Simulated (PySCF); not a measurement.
SiCl$_{3}$: polarizability calculation

The run: polarizability calculation of SiCl$_{3}$, multiplicity 2, SMILES Cl[Si](Cl)Cl. Method and program: BLYP/cc-pCVDZ, UKS (PySCF 2.14.0).

The geometry comes from this level: PBE0-D4/def2-TZVP.

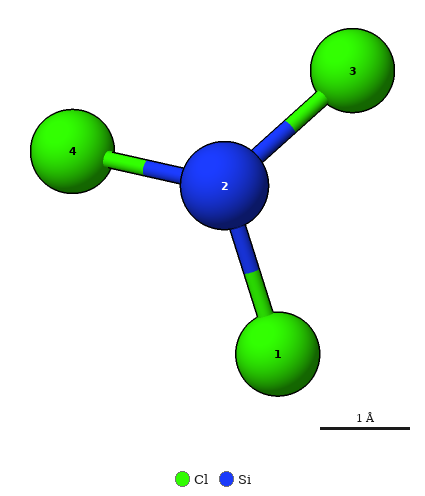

Figure 1. The input geometry (ball-and-stick view, seen at a tilt; atoms are numbered from 1 in the order of the input). Bond lengths as drawn: Cl–Si 2.04 Å.

### Key numbers

- outcome: converged
- total energy: −1670.200324 hartree
- basis functions: 108
- ⟨S²⟩: 0.751
- dipole moment: 0.49 D
- hardware: 1 thread of Arm Neoverse V1, 24 GiB of memory available, shared host
- wall time: 2.5 min
- peak memory: 0.69 GiB

The record of the run, not the program, notes: logged alpha LUMO and gap are faulty.

### The input (job.py)
```python
import numpy
from pyscf import gto, dft
from pyscf.prop.polarizability import uks

system = gto.M(
    atom='mol.xyz',
    verbose=4,
    charge=0,
    max_memory=1860,
    spin=1,
    basis='cc-pcvdz',
)

myscf = dft.UKS(system)
myscf.xc = 'blyp'
myscf.conv_tol = 1e-10
myscf.grids.level = 4
myscf.kernel()
if not myscf.converged:
    myscf = myscf.newton().run(myscf.mo_coeff, myscf.mo_occ)

energy = myscf.e_tot
print('Final energy', energy)
pol = uks.Polarizability(myscf)
alpha = pol.polarizability()
print('isotropic polarizability %.4f bohr^3' % (numpy.trace(alpha) / 3))
alpha_w = pol.polarizability_with_freq(freq=0.0774)
```

### File mol.xyz
```
4

Cl    -1.524800    -0.591600     1.030100
Si     0.116100     0.389400     0.310600
Cl     1.694700    -0.903800     0.219000
Cl    -0.286000     1.105900    -1.559700
```

Run as:
```bash
OMP_NUM_THREADS=1 python job.py
```

### What the program printed
```
PySCF version 2.14.0

[INPUT] num. atoms = 4
[INPUT] num. electrons = 65
[INPUT] charge = 0
[INPUT] spin (= nelec alpha-beta = 2S) = 1
[INPUT] symmetry False subgroup None
[INPUT] Mole.unit = angstrom
[INPUT] Symbol           X                Y                Z      unit          X                Y                Z       unit  Magmom
[INPUT]  1 Cl    -1.524800000000  -0.591600000000   1.030100000000 AA   -2.881454394737  -1.117961975293   1.946606880914 Bohr   0.0
[INPUT]  2 Si     0.116100000000   0.389400000000   0.310600000000 AA    0.219397203062   0.735859352906   0.586948934290 Bohr   0.0
[INPUT]  3 Cl     1.694700000000  -0.903800000000   0.219000000000 AA    3.202518863300  -1.707934471382   0.413850021280 Bohr   0.0
[INPUT]  4 Cl    -0.286000000000   1.105900000000  -1.559700000000 AA   -0.540461671626   2.089848121157  -2.947405836484 Bohr   0.0

nuclear repulsion = 322.527487261219
number of shells = 32
number of NR pGTOs = 200
number of NR cGTOs = 108
basis = cc-pcvdz
ecp = {}

******** <class 'pyscf.dft.uks.UKS'> ********
method = UKS
initial guess = minao
damping factor = 0
level_shift factor = 0
DIIS = <class 'pyscf.scf.diis.CDIIS'>
diis_start_cycle = 1
diis_space = 8
diis_damp = 0
SCF conv_tol = 1e-10
SCF conv_tol_grad = None
SCF max_cycles = 50
direct_scf = True
direct_scf_tol = 1e-13
number electrons alpha = 33  beta = 32
XC library pyscf.dft.libxc version 7.0.0
    S. Lehtola, C. Steigemann, M. J.T. Oliveira, and M. A.L. Marques.,  SoftwareX 7, 1–5 (2018)
XC functionals = blyp
    A. D. Becke.,  Phys. Rev. A 38, 3098 (1988)
    C. Lee, W. Yang, and R. G. Parr.,  Phys. Rev. B 37, 785 (1988)
    B. Miehlich, A. Savin, H. Stoll, and H. Preuss.,  Chem. Phys. Lett. 157, 200 (1989)
radial grids:
    Treutler-Ahlrichs [JCP 102, 346 (1995); DOI:10.1063/1.469408] (M4) radial grids

becke partition: Becke, JCP 88, 2547 (1988); DOI:10.1063/1.454033
pruning grids: <function nwchem_prune>
grids dens level: 4
symmetrized grids: False
atomic radii adjust function: <function treutler_atomic_radii_adjust>
small_rho_cutoff = 0
Set gradient conv threshold to 1e-05
tot grids = 114992
init E= -1670.58330841559
  alpha nocc = 33  HOMO = -0.178495659873022  LUMO = -0.0231844247915802
  beta  nocc = 32  HOMO = -0.325048332017003  LUMO = -0.178495659873025

WARN: HOMO -0.178495659873022 >= LUMO -0.178495659873025

cycle= 1 E= -1670.14453645202  delta_E= 0.439  |g|= 0.315  |ddm|= 1.47
  alpha nocc = 33  HOMO = -0.220057125660414  LUMO = -0.0274354067958777
  beta  nocc = 32  HOMO = -0.245656723544467  LUMO = -0.182398991316521
  HOMO = -0.22005712566  LUMO = -0.182398991317  gap/eV = 1.02473
cycle= 2 E= -1670.00464944563  delta_E= 0.14  |g|= 0.609  |ddm|= 0.866
  alpha nocc = 33  HOMO = -0.194908511933036  LUMO = -0.011522099473396
  beta  nocc = 32  HOMO = -0.274976606954583  LUMO = -0.151195941115311
  HOMO = -0.194908511933  LUMO = -0.151195941115  gap/eV = 1.18948
cycle= 3 E= -1670.19887098262  delta_E= -0.194  |g|= 0.0567  |ddm|= 0.543
  alpha nocc = 33  HOMO = -0.207075793218657  LUMO = -0.0215878074674514
  beta  nocc = 32  HOMO = -0.284673592937901  LUMO = -0.161182410502054
  HOMO = -0.207075793219  LUMO = -0.161182410502  gap/eV = 1.24882
cycle= 4 E= -1670.20002338182  delta_E= -0.00115  |g|= 0.0262  |ddm|= 0.07
  alpha nocc = 33  HOMO = -0.204424329925164  LUMO = -0.0178756719155402
  beta  nocc = 32  HOMO = -0.282132979899755  LUMO = -0.157441727531673
  HOMO = -0.204424329925  LUMO = -0.157441727532  gap/eV = 1.27846
cycle= 5 E= -1670.20032179601  delta_E= -0.000298  |g|= 0.00222  |ddm|= 0.0214
  alpha nocc = 33  HOMO = -0.204464625551417  LUMO = -0.0182359150968736
  beta  nocc = 32  HOMO = -0.282351209190346  LUMO = -0.157000090634654
  HOMO = -0.204464625551  LUMO = -0.157000090635  gap/eV = 1.29158
cycle= 6 E= -1670.20032326668  delta_E= -1.47e-06  |g|= 0.00112  |ddm|= 0.00264
  alpha nocc = 33  HOMO = -0.20453500511427  LUMO = -0.018125466782287
  beta  nocc = 32  HOMO = -0.282279321685478  LUMO = -0.156971430841857
  HOMO = -0.204535005114  LUMO = -0.156971430842  gap/eV = 1.29427
cycle= 7 E= -1670.20032384511  delta_E= -5.78e-07  |g|= 0.000189  |ddm|= 0.000933
  alpha nocc = 33  HOMO = -0.204558558565815  LUMO = -0.0181265141075606
  beta  nocc = 32  HOMO = -0.282266673209546  LUMO = -0.156958311290119
  HOMO = -0.204558558566  LUMO = -0.15695831129  gap/eV = 1.29527
cycle= 8 E= -1670.20032386318  delta_E= -1.81e-08  |g|= 2.36e-05  |ddm|= 0.000257
  alpha nocc = 33  HOMO = -0.204561289562534  LUMO = -0.018126420707862
  beta  nocc = 32  HOMO = -0.28226705188558  LUMO = -0.156954482653131
  HOMO = -0.204561289563  LUMO = -0.156954482653  gap/eV = 1.29545
cycle= 9 E= -1670.20032386339  delta_E= -2.09e-10  |g|= 7.3e-06  |ddm|= 3.12e-05
  alpha nocc = 33  HOMO = -0.204560686160889  LUMO = -0.0181260910968568
  beta  nocc = 32  HOMO = -0.282266599888886  LUMO = -0.156953767631105
  HOMO = -0.204560686161  LUMO = -0.156953767631  gap/eV = 1.29545
cycle= 10 E= -1670.20032386341  delta_E= -1.82e-11  |g|= 3.76e-06  |ddm|= 1.1e-05
  alpha nocc = 33  HOMO = -0.204560745218426  LUMO = -0.0181260974274942
  beta  nocc = 32  HOMO = -0.282266433838263  LUMO = -0.156953811079386
  HOMO = -0.204560745218  LUMO = -0.156953811079  gap/eV = 1.29545
```

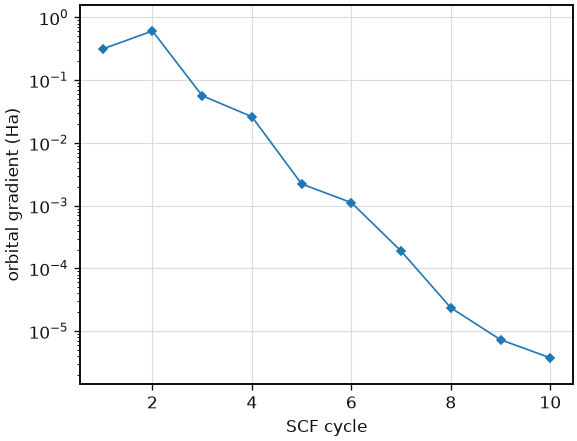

Figure 2. Convergence of the self-consistent field: orbital gradient against the SCF cycle. The residual falls almost steadily, with no more than small rises.

```
Extra cycle  E= -1670.20032386339  delta_E= 1.64e-11  |g|= 6.48e-06  |ddm|= 1.07e-05
converged SCF energy = -1670.20032386339  <S^2> = 0.75128554  2S+1 = 2.0012851
Final energy -1670.200323863395
Isotropic polarizability 52.5530526896
Polarizability anisotropy 10.9525440185
isotropic polarizability 52.5531 bohr^3
```
